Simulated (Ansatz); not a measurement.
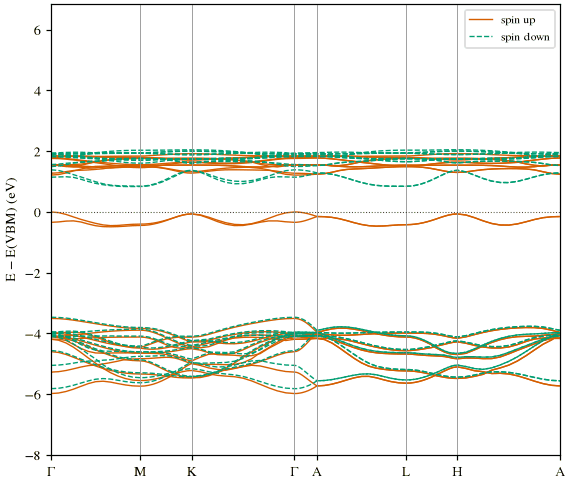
Figure: Band structure from DFT-r²SCAN+D4 in the program Ansatz with PAW potentials

Problem. Read off the gap and where the band edges lie.

Solution. About 0.8 eV (0.84 eV by a search for the band edges); maximum at Γ, minimum on the Γ–M line, 88 % of the way from Γ.

The material is LaBr2 in space group P6_3/mmc (No. 194; La on 2b, Br on 4f).

The first step of the workflow began from a Materials Project structure, measured or hypothetical; the Crystallography Open Database files this formula in space group No. 194, but the cells were not matched. Its standing as an ambient phase is unchecked. The cell was relaxed with r²SCAN+D4 under the symmetry of its start; whether a distortion lowers the energy is not shown. Spin order of the final state: ferromagnetic, chosen from 2 collinear starts compared on coarse meshes (ties went to the first, and starts can fall back to one state), not a proven ground state. Other orbital occupations within this spin state were not tried. No Hubbard U is applied. Spin–orbit coupling is left out wherever it is not named.

Potentials: the later of the program's two PAW sets.
